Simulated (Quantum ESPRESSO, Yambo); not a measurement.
# SiC (F-43m): G0W0 on several meshes in Yambo, part 2 of 2

Wanted: mesh dependence and cost of G0W0 for SiC (F-43m).

Quantum ESPRESSO 7.5 and Yambo 5.3.0; PBE and many-body steps on it, plane waves. Known limits of the many-body steps: not at the basis limit; coarse k mesh.

So far. Step 4 (2×2×2): The gap on the mesh goes from 1.36 eV to 1.83 eV, a correction of +0.47 eV. Step 5 (Empty states on the mesh, 6×6×6 mesh, 65 bands): On this mesh the gap is 1.361 eV.

## (7) 6×6×6

This step: G0W0 on PBE, plane waves, norm-conserving pseudopotentials.

Input file gw14.in:

```
HF_and_locXC
gw0
dyson
ppa
em1d
rim_cut
RandQpts= 1000000
RandGvec= 1 RL
EXXRLvcs= 74 Ry
VXCRLvcs= 296 Ry
Chimod= "HARTREE"
% BndsRnXp
 1 | 65 |
%
NGsBlkXp= 15.5 Ry
% LongDrXp
 1 | 1 | 1 |
%
% GbndRnge
 1 | 65 |
%
DysSolver= "n"
ExtendOut
PPAPntXp= 27.21138 eV
% QPkrange
 1 | 1 | 3 | 6 |
 13 | 13 | 3 | 6 |
%
```

Run with:

```
OMP_NUM_THREADS=1 mpirun -n 4 yambo -F gw14.in -J gw14 -C gw14 > gw14.log
```

Log:

```text
 Yambo, version 5.3.0

 [02] CORE Variables Setup
 =========================

  [... cell, symmetries and grids as in the set-up ...]

  [02.05] Energies & Occupations
  ==============================

  [X] === General ===
  [X] Electronic Temperature                        :  0.000000  0.000000 [eV K]
  [X] Bosonic    Temperature                        :  0.000000  0.000000 [eV K]
  [X] Finite Temperature mode                       : no
  [X] El. density                                   :  0.38662E+24 [cm-3]
  [X] Fermi Level                                   :  9.496076 [eV]

  [X] === Gaps and Widths ===
  [X] Conduction Band Min                           :  1.361350 [eV]
  [X] Valence Band Max                              :  0.000000 [eV]
  [X] Filled Bands                                  :   4
  [X] Empty Bands                                   :    5   65
  [X] Direct Gap                                    :  4.552957 [eV]
  [X] Direct Gap localized at k                     :  13
  [X] Indirect Gap                                  :  1.361350 [eV]
  [X] Indirect Gap between kpts                     :   1  13
  [X] Last valence band width                       :  4.386321 [eV]
  [X] 1st conduction band width                     :  5.670361 [eV]

 [03] Transferred momenta grid and indexing
 ==========================================

 IBZ Q-points                                      :  16
 BZ  Q-points                                      :  216

 K/Q-points units:
 rlu = crystal or reduced units; cc = cartesian coordinates; iku = interal k-units

 Q [ 1]         [rlu]:  0.000000  0.000000  0.000000
 Q [ 2]         [rlu]:  0.16734E-16  0.16734E-16  0.16667
 Q [ 3]         [rlu]:  0.33468E-16  0.33468E-16  0.33333
[...]
NLCC RL compoments                               :  12039
  PP Number of Atomic Species                      :  2
  NLCC RL compoments                               :  12039

 [xc] E_xc :  -3.047448 [Ha]
      E_xc :  -6.094896 [Ry]

  Local XC kind (lXC) : Perdew, Burke & Ernzerhof(X)+Perdew, Burke & Ernzerhof(C)
  Non-Local XC kind (nlXC) : Hartree-Fock

  Corrections @ K [1] :  [eV]
 <3|nlXC|3> = -17.50623  0.52273E-17 <3|lXC|3> = -14.92963  0.18882E-15
 <4|nlXC|4> = -17.50618  0.12545E-17 <4|lXC|4> = -14.92963  0.18882E-15
 <5|nlXC|5> = -7.586887  0.18874E-17 <5|lXC|5> = -13.21316  0.18882E-15
[...]
Corrections @ K [13] :  [eV]
[...]
<5|nlXC|5> = -6.435587 -0.11475E-19 <5|lXC|5> = -10.50525  0.23603E-16
 <6|nlXC|6> = -6.009033 -0.20430E-17 <6|lXC|6> = -10.76975  0.14161E-15

 [08] Dyson equation: Newton solver
 ==================================

  [08.01] G0W0 (W PPA)
  ====================

  [  GW  ] Bands range     :    1   65
  [GW/PPA] G damping       :  0.100000 [eV]

  QP @ state[ 1 ] K range:  1  1
  QP @ state[ 1 ] b range:   3   6
  QP @ state[ 2 ] K range:  13  13
  QP @ state[ 2 ] b range:   3   6

   Sc/G bands                                       :    1   65
   Sc/G damping                                     :  0.100000 ev
   Sc bands terminator                              : no
   Sx RL components                                 :  1471

   QP @ state[ 1 ] K range                          :  1  1
   QP @ state[ 1 ] b range                          :   3   6
   QP @ state[ 2 ] K range                          :  13  13
   QP @ state[ 2 ] b range                          :   3   6
   GF energies kind                                 : Perdew, Burke & Ernzerhof(X)+Perdew, Burke & Ernzerhof(C)
   GF WF`s kind                                     : Perdew, Burke & Ernzerhof(X)+Perdew, Burke & Ernzerhof(C)
   Xs energies kind                                 : Perdew, Burke & Ernzerhof(X)+Perdew, Burke & Ernzerhof(C)
   Xs WF`s kind                                     : Perdew, Burke & Ernzerhof(X)+Perdew, Burke & Ernzerhof(C)

 [11] Game Over & Game summary
```

It took 78 s on 4 MPI ranks of Arm Neoverse V1, shared host; peak memory 1.2 GiB.

This step gave:

| Property | Result |
| --- | --- |
| G0W0 gap on the points computed | 2.049 eV |
| starting gap on the mesh | 1.361 eV |
| k of the valence top | 0, 0, 0 |
| k of the conduction bottom | 0, -0.5, -0.5 |
| least direct G0W0 gap on the computed points | 5.578 eV |
| Z at the valence top | 0.7966 |
| Z at the conduction bottom | 0.8233 |

Against G0W0 in Yambo (2×2×2 mesh, 65 bands, screening to 210.9 eV, Godby-Needs plasmon pole), the gap moves by +0.222 eV.

## (8) Empty states on the mesh, 8×8×8 mesh, 65 bands

This step: Quantum ESPRESSO 7.5; DFT, PBE, plane waves, norm-conserving pseudopotentials.

Input file pw.in:

```
&control
  calculation = 'nscf'
  prefix = 'x'
  outdir = 'o'
  pseudo_dir = 'pseudo'
/
&system
  ibrav = 0
  nat = 2
  ntyp = 2
  ecutwfc = 74.0
  nbnd = 65
  force_symmorphic = .true.
/
&electrons
  conv_thr = 1e-9
  electron_maxstep = 80
  diago_full_acc = .true.
  diago_thr_init = 5e-6
/
ATOMIC_SPECIES
  Si 28.085 Si.upf
  C 12.011 C.upf
CELL_PARAMETERS angstrom
  -0.0000000000 2.1790000000 2.1790000000
  2.1790000000 -0.0000000000 2.1790000000
  2.1790000000 2.1790000000 -0.0000000000
ATOMIC_POSITIONS crystal
  Si 0.0000000000 0.0000000000 0.0000000000
  C 0.2500000000 0.2500000000 0.2500000000
K_POINTS automatic
  8 8 8 0 0 0
```

Run with:

```
OMP_NUM_THREADS=1 mpirun -n 4 pw.x -nk 4 -in pw.in > pw.out
```

Log:

```text
[banner, memory and clock lines left out]
Program PWSCF v.7.5 starts

     Atomic positions and unit cell read from directory:
     o/x.save/

     Message from routine setup:
     using ibrav=0 with symmetry is DISCOURAGED, use correct ibrav instead

     G-vector sticks info

     bravais-lattice index     =            0
     lattice parameter (alat)  =       5.8233  a.u.
     unit-cell volume          =     139.6363 (a.u.)^3
     number of atoms/cell      =            2
     number of atomic types    =            2
     number of electrons       =         8.00
[...]
43.0988  43.0988  51.0830  51.0830  51.0830  52.3680  52.3680  57.2867
[...]
120.7898

          k = 0.0884 0.0884-0.0884 (  1468 PWs)   bands (ev):

[...]
117.3752

          k = 0.1768 0.1768-0.1768 (  1489 PWs)   bands (ev):

[...]
91.8202  91.8202  92.3675  95.4932  97.6807  98.6532  98.6532 101.2330
   101.2330 104.3999 104.3999 106.1186 106.7244 110.5795 110.5795 113.8728
   114.6343

          k = 0.2652 0.2652-0.2652 (  1498 PWs)   bands (ev):

     [... further k-points ...]

     highest occupied, lowest unoccupied level (ev):     9.4961   10.8574

     XML data file, pseudopotentials, collected wavefunctions
```

Run time: 4.7 s. Hardware: 4 MPI ranks; peak memory 0.2 GiB.

Numbers from this step:

| Item | Value |
| --- | --- |
| gap | 1.361 eV |
| k of the valence top | 0, 0, 0 |
| k of the conduction bottom | 0, -0.5, -0.5 |
| least direct gap | 4.553 eV |
| k points computed | 29 |
| lowest point of the top converged band, above the valence top | 103.2152 eV |

On this mesh the gap is 1.361 eV.

## (9) Conversion and set-up

This step: Yambo 5.3.0; conversion and set-up on PBE, plane waves, norm-conserving pseudopotentials.

Run with:

```
(cd o/x.save; p2y > p2y.log; mv SAVE ../..); yambo > setup.log
```

Log:

```text
 Yambo, version 5.3.0

 [02] CORE Variables Setup
 =========================

  [02.01] Unit cells
  ==================

  Cell kind             :  FCC
  Atoms in the cell     :  Si  C
  number of Si atoms    :  1
  number of C  atoms    :  1

  List of atomic masses
  Mass of Si    :  28.08500
  Mass of C     :  12.01100

  List of atomic coordinates    : [cc]
  Si1       :  0.000000  0.000000  0.000000  order 1
  C1       :  2.058857  2.058857  2.058857  order 2

  Alat factors          :  4.117713  4.117713  4.117713 [a.u.]
  Direct lattice volume :  139.6363 [a.u.]
[...]
Q [ 1]         [rlu]:  0.000000  0.000000  0.000000
 Q [ 2]         [rlu]: -0.43259E-17 -0.43259E-17  0.12500
 Q [ 3]         [rlu]: -0.86518E-17 -0.86518E-17  0.25000
[...]
Q [ 8]         [rlu]: -0.86518E-17  0.12500      0.37500
 Q [ 9]         [rlu]:  0.47861E-16  0.12500      0.50000
 Q [10]         [rlu]: -0.19076E-16  0.12500     -0.37500
     [... 17 further rows ...]
 Q [28]         [rlu]:  0.125000 -0.500000 -0.375000
 Q [29]         [rlu]:  0.250000 -0.500000 -0.250000

  [03.01] X indexes
  =================

   [03.01.01] Sigma indexes
   ========================

 [06] Game Over & Game summary
```

Wall time 2.4 s (1 MPI rank); peak memory 0.24 GiB.

## (10) 8×8×8

This step: G0W0 on PBE, plane waves, norm-conserving pseudopotentials.

gw15.in, as its differences from gw14.in of step 7:

```diff
@@ -26,3 +26,3 @@
  1 | 1 | 3 | 6 |
- 13 | 13 | 3 | 6 |
+ 21 | 21 | 3 | 6 |
 %
```

Run with:

```
OMP_NUM_THREADS=1 mpirun -n 4 yambo -F gw15.in -J gw15 -C gw15 > gw15.log
```

Log:

```text
 Yambo, version 5.3.0

 [02] CORE Variables Setup
 =========================

  [... cell, symmetries and grids as in the set-up ...]

  [02.05] Energies & Occupations
  ==============================

  [X] === General ===
  [X] Electronic Temperature                        :  0.000000  0.000000 [eV K]
  [X] Bosonic    Temperature                        :  0.000000  0.000000 [eV K]
  [X] Finite Temperature mode                       : no
  [X] El. density                                   :  0.38662E+24 [cm-3]
[...]
QP @ state[ 1 ] b range                          :   3   6
   QP @ state[ 2 ] K range                          :  21  21
   QP @ state[ 2 ] b range                          :   3   6
   GF energies kind                                 : Perdew, Burke & Ernzerhof(X)+Perdew, Burke & Ernzerhof(C)
   GF WF`s kind                                     : Perdew, Burke & Ernzerhof(X)+Perdew, Burke & Ernzerhof(C)
   Xs energies kind                                 : Perdew, Burke & Ernzerhof(X)+Perdew, Burke & Ernzerhof(C)
   Xs WF`s kind                                     : Perdew, Burke & Ernzerhof(X)+Perdew, Burke & Ernzerhof(C)

 [11] Game Over & Game summary
```

The job ended after 4.4 min (4 MPI ranks; peak memory 1.4 GiB).

This step gave:

```
G0W0 gap on the points computed              : 2.049 eV
starting gap on the mesh                     : 1.361 eV
k of the valence top                         : 0, 0, 0
k of the conduction bottom                   : 0, -0.5, -0.5
least direct G0W0 gap on the computed points : 5.576 eV
```

Against G0W0 in Yambo (2×2×2 mesh, 65 bands, screening to 210.9 eV, Godby-Needs plasmon pole), the gap moves by +0.222 eV.

## (11) The runs together

Times are wall times on 4 MPI ranks of Arm Neoverse V1, shared host, good to a factor of about two.

```tsv
run	mesh	bands	screening cutoff (eV)	DFT gap (eV)	gap on the mesh (eV)	direct (eV)	time
2×2×2	2×2×2	65	210.9	1.361	1.827	5.323	4.1 s
6×6×6	6×6×6	65	210.9	1.361	2.049	5.578	78 s
8×8×8	8×8×8	65	210.9	1.361	2.049	5.576	4.4 min
```

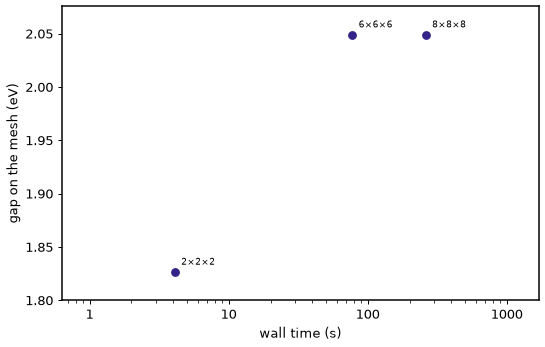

Result against wall time.

## (12) Outcome

| Property | Result |
| --- | --- |
| 2×2×2 | 1.827 eV |
| 6×6×6 | 2.049 eV |
| 8×8×8 | 2.049 eV |
| known limits | not at the basis limit; coarse k mesh |

In words: 6×6×6: +0.222 eV against 2×2×2. 8×8×8: +0.222 eV against 2×2×2. Bands and cutoff are finite, so the gap is not at the basis limit. The miss can reach some tenths of an eV and take either sign; the mesh is an error of its own. In the G0W0 runs levels were corrected at 2 k points alone, so a gap called «on the mesh» is the least over those, and an edge elsewhere would be missed. The 2×2×2 mesh is coarse for this cell, which bears on the long-range parts of exchange and screening.

[Paths, hosts, dates, memory and timing lines, banners, echoed tables and standing remarks are left out of the program output.]

[Logs are printed without paths, hosts, clocks, repeated set-up lines and the standing remarks that a program may print on its own settings, such as how far it seeks lower states.]

[Runs of the session that timed out or met a known fault of the program may be left out.]

[Hosts, paths, dates, database ids (printed as entryN), source tags and the programs' standing remarks are cut or masked in the printed files.]
